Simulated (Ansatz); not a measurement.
Input file:

```
crystal:
  periodic: [false, false, false]
  atoms:
    - symbol: Cl
      position_ang: [-3.515679, -2.129993, -1.233948]
    - symbol: Cl
      position_ang: [-1.432424, 1.090217, -0.583552]
    - symbol: S
      position_ang: [0.238665, -2.066835, -2.115357]
    - symbol: S
      position_ang: [-0.758459, -2.103676, 1.544686]
    - symbol: Zr
      position_ang: [-1.450046, -1.242322, -0.596932]
    - symbol: H
      position_ang: [-0.406426, -1.527849, -3.181267]
    - symbol: H
      position_ang: [-1.387387, -3.274123, 1.267146]
basis:
  gaussian: {orbitals: def2-TZVPD}
hamiltonian: {xc: pbe0}
output: {forces: true, orbitals: {seedname: orbitals}}
```

Command:

```sh
ansatz run input.yaml --threads 2 --pin off --max-ram 5220MiB --events-out events.jsonl --progress --plain --runs-dir runs
```

Geometry: PBE0-D4/def2-SVP; core potentials replace the inner electrons of Zr.

Computed with isolated molecule in a Gaussian basis; Kohn-Sham density functional theory, functional PBE0 (Ansatz 0.2.0).

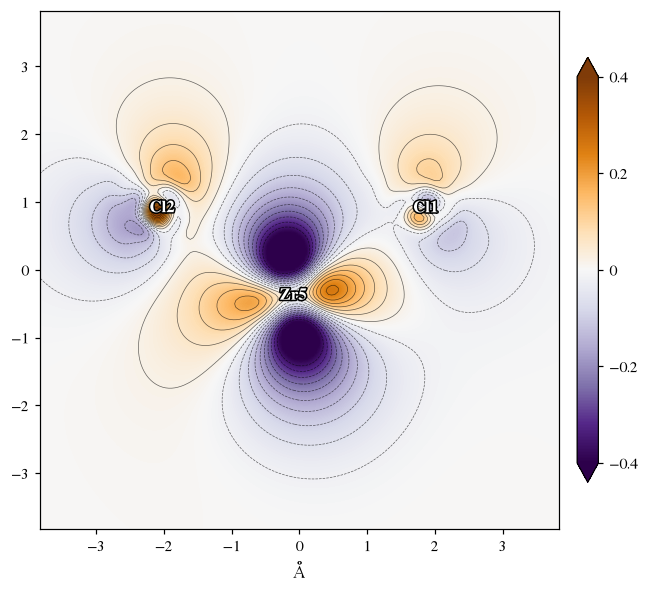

Cl$_{2}$H$_{2}$S$_{2}$Zr (SMILES [SH][Zr]([SH])([Cl])[Cl]). The LUMO on the plane of atoms Cl1, Zr5 and Cl2 (values in Å⁻³ᐟ²; the overall sign is arbitrary).

Describe this orbital and give its energy.

By Hirshfeld shares it lies mainly on Zr5 (about 65 %), S4 (about 10 %), Cl2 (about 10 %), Cl1 (about 5 %) and S3 (about 5 %). Its energy is −2.64 eV.
